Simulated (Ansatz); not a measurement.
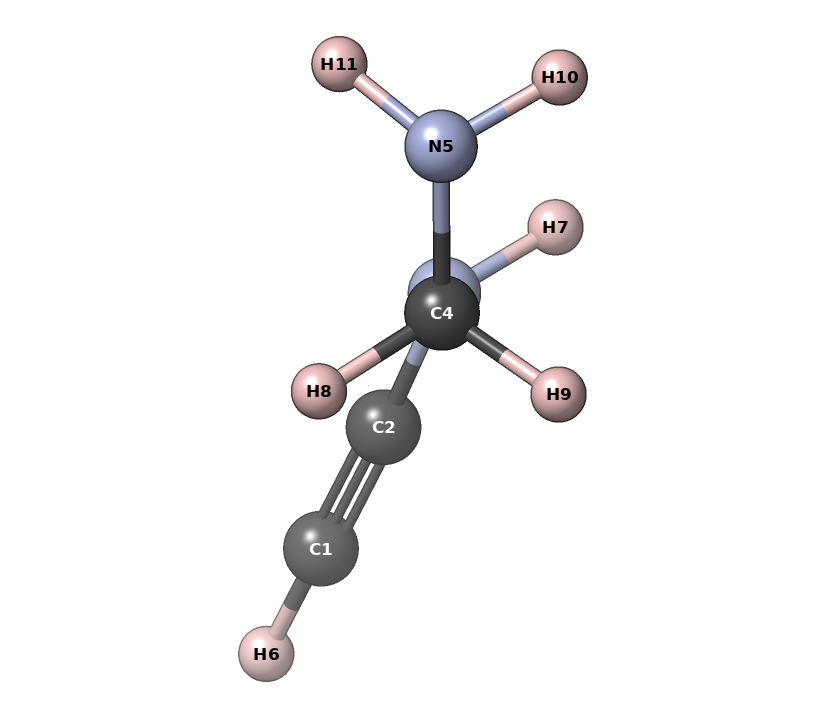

N3 lies behind C4. The molecule seen nearly along the C4–N3 bond, C4 in front. Distant atoms are faded towards the background colour. Computed geometry: PBE-D4/def2-SVP optimisation. No frequency run is at hand to confirm it as a minimum.

**What is the torsion angle N5–C4–N3–C2? The sign is positive where the front bond must turn clockwise to cover the back bond.**

−157°, antiperiplanar (anti).
